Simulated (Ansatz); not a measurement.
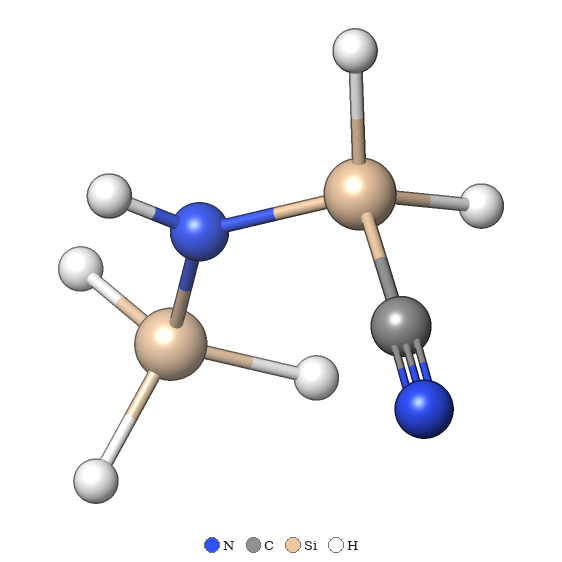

Ball-and-stick drawing of a structure.

The geometry was computed by an optimisation with PBE0-D4/def2-TZVP.

Description:

The molecule is CH₆N₂Si₂. Its SMILES string is `N#C[SiH2]N[SiH3]`. It has no ring. Among its groups: nitrile, Si–H bond, Si–N bond. The point group is C1. Coordination: 1 C linear; 2 Si tetrahedral; 1 N trigonal planar.

More results for the same structure follow; atom numbers are the same in all pictures, views and colours differ.

## Geometry

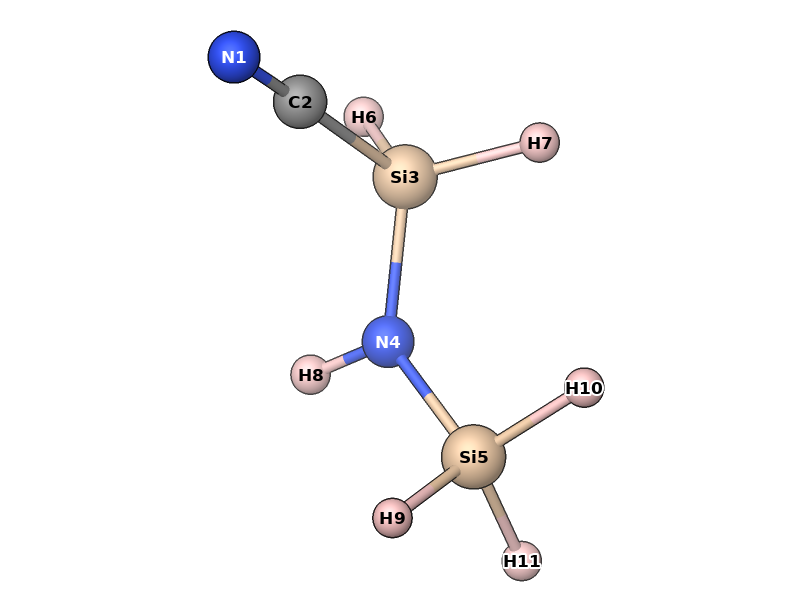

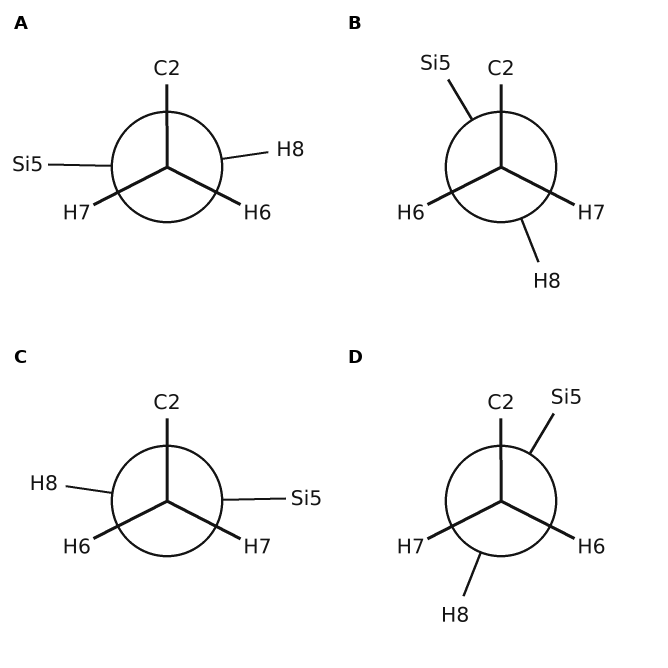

Depth is shown by fading: the farther an atom, the more it takes the colour of the background. Bonds that would overlap in a projection are set slightly apart.

Which Newman projection shows the view along Si3–N4, with Si3 in front?

A. The torsion angle C2–Si3–N4–Si5 is −89°, about perpendicular.

## Levels of theory compared

Program: Ansatz 0.2.0.

At this fixed geometry, give HOMO energy (eV), HOMO–LUMO gap (eV) at these levels: BHLYP-D4/def2-TZVPP; HSE06 (plane-wave form)-D4/def2-TZVPP; PBE0-D4/def2-QZVPP; r2SCANh-D4/def2-TZVPP; revPBE-D4/def2-TZVPP; ωB97M-V/def2-TZVPP.

```csv
level,HOMO energy (eV),HOMO–LUMO gap (eV)
BHLYP-D4/def2-TZVPP,−9.58,9.58
HSE06 (plane-wave form)-D4/def2-TZVPP,−7.89,6.57
PBE0-D4/def2-QZVPP,−8.31,7.29
r2SCANh-D4/def2-TZVPP,−7.74,6.48
revPBE-D4/def2-TZVPP,−6.87,5.12
ωB97M-V/def2-TZVPP,−10.60,11.47
```

## Vibrations

Harmonic vibrations computed with RKS PBE0-D4/def2-TZVP (Ansatz 0.2.0) at a stationary point of the same level.

List the wavenumbers.

27 modes: 34, 67, 151, 202, 250, 367, 400, 572, 588, 635, 711, 748, 835, 886, 922, 934, 956, 964, 1000, 1213, 2224, 2228, 2247, 2261, 2278, 2330, 3599 cm⁻¹.

## Dipole moment

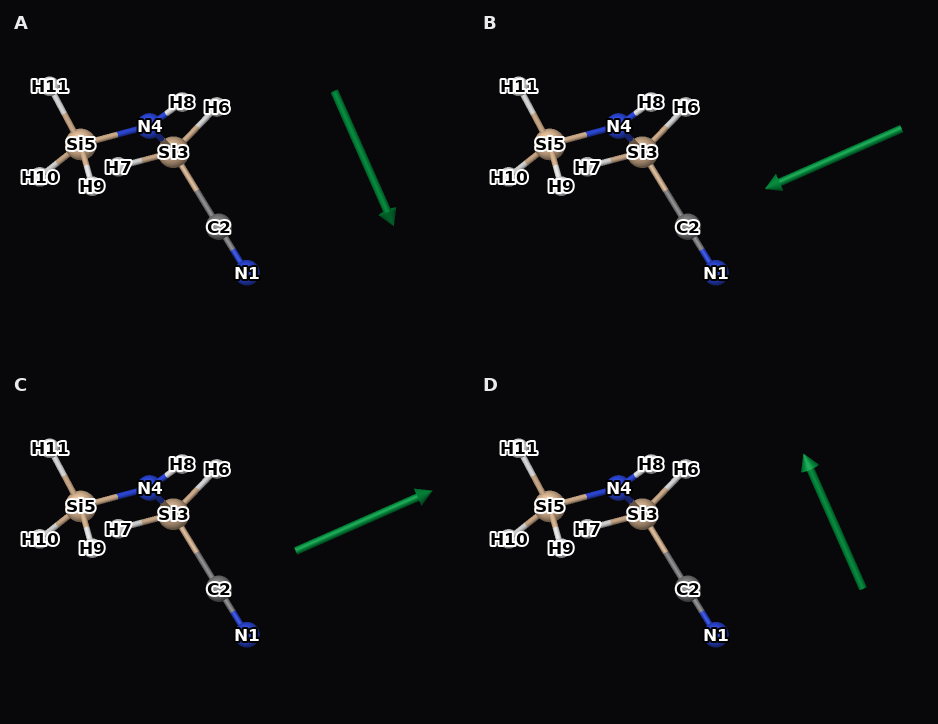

The same molecule four times, each with an arrow. Level of theory: RKS B3LYP-D4/def2-TZVPP (Ansatz 0.2.0).

Which arrow points along the dipole moment, from the negative to the positive end?

D. The dipole moment is 3.84 D; it points from the side of N1 to the side of H11 (the outermost atoms at the two ends).
